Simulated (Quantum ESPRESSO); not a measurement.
# Ti(0001): a series in the number of layers, part 7 of 8

Wanted: a table for Ti(0001) against the number of layers, and what can be fitted to it.

Quantum ESPRESSO 7.5; plane-wave DFT, PBE, GBRV ultrasoft pseudopotentials.

So far. Step 7 (Self-consistent run, 5 layers): Inside the slab this potential holds the local part of the pseudopotentials, which can be repulsive at the nuclei; only its value in the vacuum has a meaning of its own. Step 8 (Relaxation with pw.x, 12 layers): The relaxation lowers the energy by 8 meV an atom. On the free atoms the largest force ends at 0.020 eV/Å.

### 9. Self-consistent run, 12 layers

m6.esm.in reads:

```
&control
  prefix = 'm6.esm'
  outdir = './out'
  pseudo_dir = './pseudo'
  calculation = 'scf'
  tprnfor = .true.
/
&system
  ibrav = 0
  nat = 12
  ntyp = 1
  ecutwfc = 40
  ecutrho = 200
  occupations = 'smearing'
  smearing = 'mv'
  degauss = 0.02
  assume_isolated = 'esm'
  esm_bc = 'bc1'
/
&electrons
  conv_thr = 1e-08
  mixing_beta = 0.25
  electron_maxstep = 160
  mixing_mode = 'local-TF'
  mixing_ndim = 12
/
ATOMIC_SPECIES
  Ti  47.8670  ti_pbe_v1.4.uspp.F.UPF
CELL_PARAMETERS angstrom
  2.93894489200000 0.00000000000000 0.00000000000000
  1.46947244600000 2.54520093679451 0.00000000000000
  0.00000000000000 0.00000000000000 41.42135887628083
ATOMIC_POSITIONS crystal
  Ti  0.666666666700 0.666666666700 -0.306671720600
  Ti  0.000000000000 0.000000000000 -0.254335023000
  Ti  0.666666666700 0.666666666700 -0.196288545800
  Ti  0.000000000000 0.000000000000 -0.140206104100
  Ti  0.666666666700 0.666666666700 -0.084123662500
  Ti  0.000000000000 0.000000000000 -0.028041220800
  Ti  0.666666666700 0.666666666700 0.028041220800
  Ti  0.000000000000 0.000000000000 0.084123662500
  Ti  0.666666666700 0.666666666700 0.140206104100
  Ti  0.000000000000 0.000000000000 0.196288545800
  Ti  0.666666666700 0.666666666700 0.254335023000
  Ti  0.000000000000 0.000000000000 0.306671720600
K_POINTS automatic
  12 12 1 0 0 0
```

Launch:

```sh
$ OMP_NUM_THREADS=1 mpirun -n 4 pw.x -nk 4 -in m6.esm.in > m6.esm.out
```

What it wrote:

```text
[banner, memory and clock lines left out]
Program PWSCF v.7.5 starts
[...]
Message from routine setup:
[...]
number of electrons       =       144.00
     number of Kohn-Sham states=           86
     kinetic-energy cutoff     =      40.0000  Ry
     charge density cutoff     =     200.0000  Ry
[...]
number of k points=    19  Marzari-Vanderbilt smearing, width (Ry)=  0.0200
[...]
Dense  grid:   100121 G-vectors     FFT dimensions: (  27,  27, 360)
[...]
negative rho (up, down):  2.534E-02 0.000E+00
     Starting wfcs are  120 randomized atomic wfcs
[...]
negative rho (up, down):  2.341E-02 0.000E+00
[...]
estimated scf accuracy    <       5.18981412 Ry
[...]
negative rho (up, down):  1.816E-02 0.000E+00
[...]
estimated scf accuracy    <       3.85331252 Ry
[...]
negative rho (up, down):  1.943E-02 0.000E+00
[...]
estimated scf accuracy    <       0.52474036 Ry
[...]
negative rho (up, down):  1.955E-02 0.000E+00
[...]
estimated scf accuracy    <       0.87145801 Ry
[...]
negative rho (up, down):  1.989E-02 0.000E+00
[...]
estimated scf accuracy    <       0.53611147 Ry
[...]
negative rho (up, down):  2.223E-02 0.000E+00
[...]
estimated scf accuracy    <       0.33085339 Ry
[...]
negative rho (up, down):  2.297E-02 0.000E+00
[...]
estimated scf accuracy    <       0.08445942 Ry
[...]
negative rho (up, down):  2.269E-02 0.000E+00
[...]
estimated scf accuracy    <       0.12054201 Ry
[...]
negative rho (up, down):  2.444E-02 0.000E+00
[...]
estimated scf accuracy    <       0.20854969 Ry
[...]
negative rho (up, down):  2.477E-02 0.000E+00
[...]
estimated scf accuracy    <       0.09050675 Ry
[...]
negative rho (up, down):  2.504E-02 0.000E+00
[...]
estimated scf accuracy    <       0.08101805 Ry
[...]
negative rho (up, down):  2.566E-02 0.000E+00
[...]
estimated scf accuracy    <       0.05815025 Ry
[...]
negative rho (up, down):  2.683E-02 0.000E+00
[...]
estimated scf accuracy    <       0.03254575 Ry
[...]
negative rho (up, down):  2.495E-02 0.000E+00
[...]
estimated scf accuracy    <       0.01726157 Ry
[...]
negative rho (up, down):  2.455E-02 0.000E+00
[...]
estimated scf accuracy    <       0.03285920 Ry
[...]
negative rho (up, down):  2.237E-02 0.000E+00
[...]
estimated scf accuracy    <       0.00180795 Ry
[...]
negative rho (up, down):  2.129E-02 0.000E+00
[...]
estimated scf accuracy    <       0.00763020 Ry
[...]
negative rho (up, down):  1.740E-02 0.000E+00
[...]
estimated scf accuracy    <       0.00078979 Ry
[...]
negative rho (up, down):  1.761E-02 0.000E+00
[...]
estimated scf accuracy    <       0.00719347 Ry
[...]
negative rho (up, down):  1.658E-02 0.000E+00
[...]
estimated scf accuracy    <       0.00163396 Ry
[...]
negative rho (up, down):  1.608E-02 0.000E+00
[...]
estimated scf accuracy    <       0.00043915 Ry
[...]
negative rho (up, down):  1.600E-02 0.000E+00
[...]
estimated scf accuracy    <       0.00006733 Ry
[...]
negative rho (up, down):  1.593E-02 0.000E+00
[...]
estimated scf accuracy    <       0.00002146 Ry
[...]
negative rho (up, down):  1.587E-02 0.000E+00
[...]
estimated scf accuracy    <       0.00000559 Ry
[...]
negative rho (up, down):  1.581E-02 0.000E+00
[...]
estimated scf accuracy    <       0.00001270 Ry
[...]
negative rho (up, down):  1.578E-02 0.000E+00
[...]
estimated scf accuracy    <       0.00000274 Ry
[...]
negative rho (up, down):  1.578E-02 0.000E+00
[...]
estimated scf accuracy    <       0.00000032 Ry
[...]
negative rho (up, down):  1.578E-02 0.000E+00
[...]
estimated scf accuracy    <       0.00000029 Ry
[...]
negative rho (up, down):  1.576E-02 0.000E+00
[...]
estimated scf accuracy    <       0.00000020 Ry
[...]
negative rho (up, down):  1.577E-02 0.000E+00
[...]
estimated scf accuracy    <       0.00000012 Ry
[...]
negative rho (up, down):  1.577E-02 0.000E+00
[...]
estimated scf accuracy    <       0.00000003 Ry
[...]
negative rho (up, down):  1.577E-02 0.000E+00
[...]
estimated scf accuracy    <       0.00000007 Ry
[...]
negative rho (up, down):  1.577E-02 0.000E+00
[...]
the Fermi energy is    -4.4229 ev
!    total energy              =   -1430.87368115 Ry
     estimated scf accuracy    <          2.3E-09 Ry
     smearing contrib. (-TS)   =      -0.00143767 Ry
     internal energy E=F+TS    =   -1430.87224348 Ry
[...]
one-electron contribution =  170357.18909725 Ry
     hartree contribution      =  -85224.87951248 Ry
     xc contribution           =    -216.34872099 Ry
     ewald contribution        =  -86346.83310726 Ry
     convergence has been achieved in  33 iterations
     negative rho (up, down):  1.577E-02 0.000E+00
[...]
Total force =     0.004156     Total SCF correction =     0.000316
[...]
```

Elapsed: 17 min, on 4 MPI ranks of Arm Neoverse N1, shared host; peak memory 1.1 GiB.

Read from the output:

| Property | Result |
| --- | --- |
| free energy | -19468.0282 eV |
| Fermi energy | -4.423 eV |
| vacuum line at the lower end of the cell, over the Fermi level | 4.423 eV |
| vacuum line at the upper end of the cell, over the Fermi level | 4.423 eV |

Inside the slab this potential holds the local part of the pseudopotentials, which can be repulsive at the nuclei; only its value in the vacuum has a meaning of its own.

### 10. Relaxing the ions, 14 layers

System of this step: Ti(0001), 14 layers. The cell holds 14 atoms: 14 Ti. Cell: a = 2.939 Å, b = 2.939 Å, c = 46.067 Å, α = 90.0°, β = 90.0°, γ = 60.0°. It derives from Ti. Vacuum lies along c.

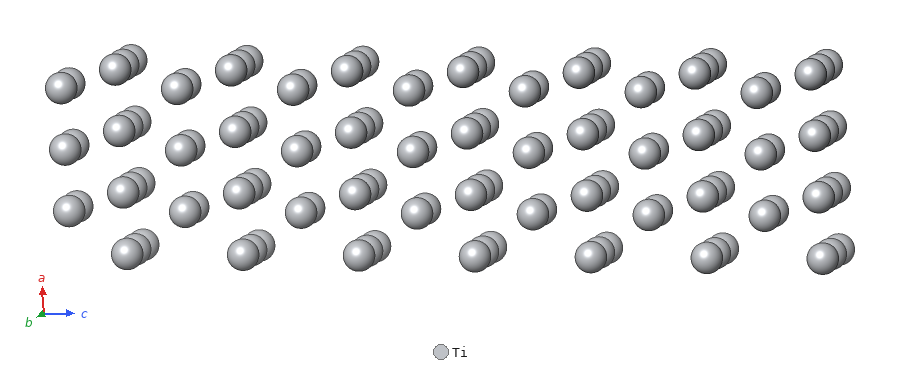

The cell of this step (titanium light grey). 3×2×1 cells are drawn. Some periodic images of atoms are drawn too.

m7.relax.in reads:

```
&control
  prefix = 'm7.relax'
  outdir = './out'
  pseudo_dir = './pseudo'
  nstep = 40
  forc_conv_thr = 0.001
  calculation = 'relax'
/
&system
  ibrav = 0
  nat = 14
  ntyp = 1
  ecutwfc = 40
  ecutrho = 200
  occupations = 'smearing'
  smearing = 'mv'
  degauss = 0.02
/
&electrons
  conv_thr = 1e-08
  mixing_beta = 0.4
  electron_maxstep = 120
  mixing_mode = 'local-TF'
/
&ions
/
ATOMIC_SPECIES
  Ti  47.8670  ti_pbe_v1.4.uspp.F.UPF
CELL_PARAMETERS angstrom
  2.93894489200000 0.00000000000000 0.00000000000000
  1.46947244600000 2.54520093679451 0.00000000000000
  0.00000000000000 0.00000000000000 46.06738076028082
ATOMIC_POSITIONS crystal
  Ti  0.666666666700 0.666666666700 0.172228573151
  Ti  0.000000000000 0.000000000000 0.222654946512
  Ti  0.666666666700 0.666666666700 0.273081319874 0 0 0
  Ti  0.000000000000 0.000000000000 0.323507693235 0 0 0
  Ti  0.666666666700 0.666666666700 0.373934066596 0 0 0
  Ti  0.000000000000 0.000000000000 0.424360439958 0 0 0
  Ti  0.666666666700 0.666666666700 0.474786813319 0 0 0
  Ti  0.000000000000 0.000000000000 0.525213186681 0 0 0
  Ti  0.666666666700 0.666666666700 0.575639560042 0 0 0
  Ti  0.000000000000 0.000000000000 0.626065933404 0 0 0
  Ti  0.666666666700 0.666666666700 0.676492306765 0 0 0
  Ti  0.000000000000 0.000000000000 0.726918680126 0 0 0
  Ti  0.666666666700 0.666666666700 0.777345053488
  Ti  0.000000000000 0.000000000000 0.827771426849
K_POINTS automatic
  12 12 1 0 0 0
```

Launch:

```sh
$ OMP_NUM_THREADS=1 mpirun -n 4 pw.x -nk 4 -in m7.relax.in > m7.relax.out
```

What it wrote:

```text
[banner, memory and clock lines left out]
Program PWSCF v.7.5 starts
[...]
Message from routine setup:
[...]
number of electrons       =       168.00
     number of Kohn-Sham states=          101
     kinetic-energy cutoff     =      40.0000  Ry
     charge density cutoff     =     200.0000  Ry
[...]
number of k points=    19  Marzari-Vanderbilt smearing, width (Ry)=  0.0200
[...]
Dense  grid:   111403 G-vectors     FFT dimensions: (  27,  27, 400)
[...]
negative rho (up, down):  2.916E-02 0.000E+00
     Starting wfcs are  140 randomized atomic wfcs
[...]
negative rho (up, down):  2.961E-02 0.000E+00
[...]
estimated scf accuracy    <      10.02172246 Ry
[...]
negative rho (up, down):  3.504E-02 0.000E+00
[...]
estimated scf accuracy    <       3.81266531 Ry
[...]
negative rho (up, down):  3.663E-02 0.000E+00
[...]
estimated scf accuracy    <       0.29306500 Ry
[...]
negative rho (up, down):  3.368E-02 0.000E+00
[...]
estimated scf accuracy    <       0.01868422 Ry
[...]
negative rho (up, down):  3.317E-02 0.000E+00
[...]
estimated scf accuracy    <       0.00483929 Ry
[...]
negative rho (up, down):  3.165E-02 0.000E+00
[...]
estimated scf accuracy    <       0.00401785 Ry
[...]
negative rho (up, down):  3.080E-02 0.000E+00
[...]
estimated scf accuracy    <       0.00198917 Ry
[...]
negative rho (up, down):  2.789E-02 0.000E+00
[...]
estimated scf accuracy    <       0.00280584 Ry
[...]
negative rho (up, down):  2.527E-02 0.000E+00
[...]
estimated scf accuracy    <       0.00364898 Ry
[...]
negative rho (up, down):  2.287E-02 0.000E+00
[...]
estimated scf accuracy    <       0.00108024 Ry
[...]
negative rho (up, down):  2.148E-02 0.000E+00
[...]
estimated scf accuracy    <       0.00020546 Ry
[...]
negative rho (up, down):  2.013E-02 0.000E+00
[...]
estimated scf accuracy    <       0.00002580 Ry
[...]
negative rho (up, down):  1.981E-02 0.000E+00
[...]
estimated scf accuracy    <       0.00000674 Ry
[...]
negative rho (up, down):  1.968E-02 0.000E+00
[...]
estimated scf accuracy    <       0.00000503 Ry
[...]
negative rho (up, down):  1.968E-02 0.000E+00
[...]
estimated scf accuracy    <       0.00000027 Ry
[...]
negative rho (up, down):  1.967E-02 0.000E+00
[...]
estimated scf accuracy    <       0.00000016 Ry
[...]
negative rho (up, down):  1.966E-02 0.000E+00
[...]
estimated scf accuracy    <       0.00000002 Ry
[...]
negative rho (up, down):  1.966E-02 0.000E+00
[...]
estimated scf accuracy    <       0.00000005 Ry
[...]
negative rho (up, down):  1.966E-02 0.000E+00
[...]
estimated scf accuracy    <       0.00000003 Ry
[...]
negative rho (up, down):  1.966E-02 0.000E+00
[...]
the Fermi energy is     8.2199 ev
!    total energy              =   -1669.36808978 Ry
     estimated scf accuracy    <          1.2E-09 Ry
     smearing contrib. (-TS)   =      -0.00292007 Ry
     internal energy E=F+TS    =   -1669.36516970 Ry
[...]
one-electron contribution =  -17363.20812571 Ry
     hartree contribution      =    8705.60509193 Ry
     xc contribution           =    -252.35785305 Ry
     ewald contribution        =    7240.59571712 Ry
     convergence has been achieved in  20 iterations
     negative rho (up, down):  1.966E-02 0.000E+00
[...]
Total force =     0.043026     Total SCF correction =     0.000135
[...]
negative rho (up, down):  1.978E-02 0.000E+00
[...]
negative rho (up, down):  2.001E-02 0.000E+00
[...]
estimated scf accuracy    <       1.17778311 Ry
[...]
negative rho (up, down):  1.973E-02 0.000E+00
[...]
estimated scf accuracy    <       0.20616270 Ry
[...]
negative rho (up, down):  1.969E-02 0.000E+00
[...]
estimated scf accuracy    <       0.01946100 Ry
[...]
negative rho (up, down):  1.968E-02 0.000E+00
[...]
estimated scf accuracy    <       0.00192501 Ry
[...]
negative rho (up, down):  1.970E-02 0.000E+00
[...]
estimated scf accuracy    <       0.00017050 Ry
[...]
negative rho (up, down):  1.978E-02 0.000E+00
[...]
estimated scf accuracy    <       0.00009132 Ry
[...]
negative rho (up, down):  1.979E-02 0.000E+00
[...]
estimated scf accuracy    <       0.00000976 Ry
[...]
negative rho (up, down):  1.979E-02 0.000E+00
[...]
estimated scf accuracy    <       0.00000426 Ry
[...]
negative rho (up, down):  1.980E-02 0.000E+00
[...]
estimated scf accuracy    <       0.00000026 Ry
[...]
negative rho (up, down):  1.980E-02 0.000E+00
[...]
estimated scf accuracy    <       0.00000011 Ry
[...]
negative rho (up, down):  1.980E-02 0.000E+00
[...]
estimated scf accuracy    <       0.00000004 Ry
[...]
negative rho (up, down):  1.980E-02 0.000E+00
[...]
estimated scf accuracy    <       0.00000006 Ry
[...]
negative rho (up, down):  1.980E-02 0.000E+00
[...]
estimated scf accuracy    <       0.00000003 Ry
[...]
negative rho (up, down):  1.979E-02 0.000E+00
[...]
estimated scf accuracy    <       0.00000002 Ry
[...]
negative rho (up, down):  1.977E-02 0.000E+00
[...]
the Fermi energy is     8.2189 ev
!    total energy              =   -1669.36984528 Ry
     estimated scf accuracy    <          4.6E-09 Ry
     smearing contrib. (-TS)   =      -0.00267431 Ry
     internal energy E=F+TS    =   -1669.36717097 Ry
[...]
one-electron contribution =  -17363.23697024 Ry
     hartree contribution      =    8705.62134335 Ry
     xc contribution           =    -252.36515598 Ry
     ewald contribution        =    7240.61361191 Ry
     convergence has been achieved in  15 iterations
     negative rho (up, down):  1.977E-02 0.000E+00
[...]
Total force =     0.038504     Total SCF correction =     0.000261
[...]
WARNING: bfgs curvature condition failed, Theta= 0.894
[...]
negative rho (up, down):  1.957E-02 0.000E+00
[...]
negative rho (up, down):  1.980E-02 0.000E+00
[...]
estimated scf accuracy    <       1.36419258 Ry
[...]
negative rho (up, down):  1.949E-02 0.000E+00
[...]
estimated scf accuracy    <       0.20722736 Ry
[...]
negative rho (up, down):  1.945E-02 0.000E+00
[...]
estimated scf accuracy    <       0.02242092 Ry
[...]
negative rho (up, down):  1.943E-02 0.000E+00
[...]
estimated scf accuracy    <       0.00202010 Ry
[...]
negative rho (up, down):  1.946E-02 0.000E+00
[...]
estimated scf accuracy    <       0.00018576 Ry
[...]
negative rho (up, down):  1.952E-02 0.000E+00
[...]
estimated scf accuracy    <       0.00012013 Ry
[...]
negative rho (up, down):  1.957E-02 0.000E+00
[...]
estimated scf accuracy    <       0.00001492 Ry
[...]
negative rho (up, down):  1.956E-02 0.000E+00
[...]
estimated scf accuracy    <       0.00000171 Ry
[...]
negative rho (up, down):  1.957E-02 0.000E+00
[...]
estimated scf accuracy    <       0.00000041 Ry
[...]
negative rho (up, down):  1.958E-02 0.000E+00
[...]
estimated scf accuracy    <       0.00000017 Ry
[...]
negative rho (up, down):  1.958E-02 0.000E+00
[...]
estimated scf accuracy    <       0.00000012 Ry
[...]
negative rho (up, down):  1.958E-02 0.000E+00
[...]
estimated scf accuracy    <       0.00000003 Ry
[...]
negative rho (up, down):  1.958E-02 0.000E+00
[...]
estimated scf accuracy    <       0.00000001 Ry
[...]
negative rho (up, down):  1.958E-02 0.000E+00
[...]
estimated scf accuracy    <          9.2E-09 Ry
[...]
negative rho (up, down):  1.958E-02 0.000E+00
[...]
estimated scf accuracy    <          1.8E-09 Ry
[...]
negative rho (up, down):  1.957E-02 0.000E+00
[...]
the Fermi energy is     8.2181 ev
!    total energy              =   -1669.37155225 Ry
     estimated scf accuracy    <          1.5E-09 Ry
     smearing contrib. (-TS)   =      -0.00239300 Ry
     internal energy E=F+TS    =   -1669.36915925 Ry
[...]
one-electron contribution =  -17363.81166576 Ry
     hartree contribution      =    8705.90660556 Ry
     xc contribution           =    -252.37417916 Ry
     ewald contribution        =    7240.91008010 Ry
     convergence has been achieved in  16 iterations
     negative rho (up, down):  1.957E-02 0.000E+00
[...]
Total force =     0.032870     Total SCF correction =     0.000176
[...]
negative rho (up, down):  1.856E-02 0.000E+00
[...]
negative rho (up, down):  1.882E-02 0.000E+00
[...]
estimated scf accuracy    <       2.69802728 Ry
[...]
negative rho (up, down):  1.840E-02 0.000E+00
[...]
estimated scf accuracy    <       0.34330567 Ry
[...]
negative rho (up, down):  1.832E-02 0.000E+00
[...]
estimated scf accuracy    <       0.04403328 Ry
[...]
negative rho (up, down):  1.827E-02 0.000E+00
[...]
estimated scf accuracy    <       0.00375882 Ry
[...]
negative rho (up, down):  1.833E-02 0.000E+00
[...]
estimated scf accuracy    <       0.00033628 Ry
[...]
negative rho (up, down):  1.842E-02 0.000E+00
[...]
estimated scf accuracy    <       0.00025060 Ry
[...]
negative rho (up, down):  1.850E-02 0.000E+00
[...]
estimated scf accuracy    <       0.00002244 Ry
[...]
negative rho (up, down):  1.849E-02 0.000E+00
[...]
estimated scf accuracy    <       0.00000167 Ry
[...]
negative rho (up, down):  1.851E-02 0.000E+00
[...]
estimated scf accuracy    <       0.00000050 Ry
[...]
negative rho (up, down):  1.853E-02 0.000E+00
[...]
estimated scf accuracy    <       0.00000031 Ry
[...]
negative rho (up, down):  1.855E-02 0.000E+00
[...]
estimated scf accuracy    <       0.00000015 Ry
[...]
negative rho (up, down):  1.856E-02 0.000E+00
[...]
estimated scf accuracy    <       0.00000002 Ry
[...]
negative rho (up, down):  1.858E-02 0.000E+00
[...]
estimated scf accuracy    <       0.00000001 Ry
[...]
the Fermi energy is     8.2180 ev
!    total energy              =   -1669.37358243 Ry
     estimated scf accuracy    <          1.1E-09 Ry
     smearing contrib. (-TS)   =      -0.00196942 Ry
     internal energy E=F+TS    =   -1669.37161301 Ry
[...]
one-electron contribution =  -17365.88896414 Ry
     hartree contribution      =    8706.96146995 Ry
     xc contribution           =    -252.38989576 Ry
     ewald contribution        =    7241.94577693 Ry
     convergence has been achieved in  17 iterations
     negative rho (up, down):  1.859E-02 0.000E+00
[...]
Total force =     0.022819     Total SCF correction =     0.000112
[...]
negative rho (up, down):  1.823E-02 0.000E+00
[...]
negative rho (up, down):  1.817E-02 0.000E+00
[...]
estimated scf accuracy    <       5.42076467 Ry
[...]
negative rho (up, down):  1.771E-02 0.000E+00
[...]
estimated scf accuracy    <       0.52252395 Ry
[...]
negative rho (up, down):  1.761E-02 0.000E+00
[...]
estimated scf accuracy    <       0.07939416 Ry
[...]
negative rho (up, down):  1.759E-02 0.000E+00
[...]
estimated scf accuracy    <       0.00683252 Ry
[...]
negative rho (up, down):  1.766E-02 0.000E+00
[...]
estimated scf accuracy    <       0.00079262 Ry
[...]
negative rho (up, down):  1.777E-02 0.000E+00
[...]
estimated scf accuracy    <       0.00046782 Ry
[...]
negative rho (up, down):  1.790E-02 0.000E+00
[...]
estimated scf accuracy    <       0.00003752 Ry
[...]
negative rho (up, down):  1.790E-02 0.000E+00
[...]
estimated scf accuracy    <       0.00000481 Ry
[...]
negative rho (up, down):  1.794E-02 0.000E+00
[...]
estimated scf accuracy    <       0.00000311 Ry
[...]
negative rho (up, down):  1.796E-02 0.000E+00
[...]
estimated scf accuracy    <       0.00000323 Ry
[...]
negative rho (up, down):  1.804E-02 0.000E+00
[...]
estimated scf accuracy    <       0.00000284 Ry
[...]
negative rho (up, down):  1.808E-02 0.000E+00
[...]
estimated scf accuracy    <       0.00000030 Ry
[...]
negative rho (up, down):  1.815E-02 0.000E+00
[...]
estimated scf accuracy    <       0.00000030 Ry
[...]
negative rho (up, down):  1.818E-02 0.000E+00
[...]
estimated scf accuracy    <       0.00000016 Ry
[...]
negative rho (up, down):  1.818E-02 0.000E+00
[...]
estimated scf accuracy    <       0.00000002 Ry
[...]
negative rho (up, down):  1.818E-02 0.000E+00
[...]
estimated scf accuracy    <       0.00000004 Ry
[...]
negative rho (up, down):  1.817E-02 0.000E+00
[...]
estimated scf accuracy    <          5.4E-09 Ry
[...]
negative rho (up, down):  1.817E-02 0.000E+00
[...]
```

Run time: 62 min. Hardware: 4 MPI ranks; peak memory 1.3 GiB; 4.1 h of CPU time.

Step by step:

```
step  energy less that of the first step (eV)  largest force (eV/Å)
   1                                   0.0000                0.5965
   2                                  -0.0239                0.5282
   3                                  -0.0471                0.4438
   4                                  -0.0747                0.2977
   5                                  -0.0952                0.0664
   6                                  -0.0957                0.0288
   7                                  -0.0958                0.0223
```

The atoms that moved most (Å):

```
atom     dx     dy      dz  length
 Ti2  0.000  0.000  -0.081   0.081
Ti13  0.000  0.000   0.081   0.081
Ti14  0.000  0.000  -0.074   0.074
 Ti1  0.000  0.000   0.074   0.074
```

The relaxation lowers the energy by 7 meV an atom. On the free atoms the largest force ends at 0.022 eV/Å.

Read from the output:

```
free energy  : -22713.0057 eV
Fermi energy : 8.222 eV
```

[end of part 7 of 8]

[Logs are printed without paths, hosts, clocks, repeated set-up lines and the standing remarks that a program may print on its own settings, such as how far it seeks lower states.]

[Hosts, paths, dates, database ids (printed as entryN), source tags and the programs' standing remarks are cut or masked in the printed files.]

[Maps of the electrostatic potential energy from Ansatz leave out the sawtooth potential of an applied field or a dipole correction, so their vacuum need not be flat; planar profiles and work functions include it.]
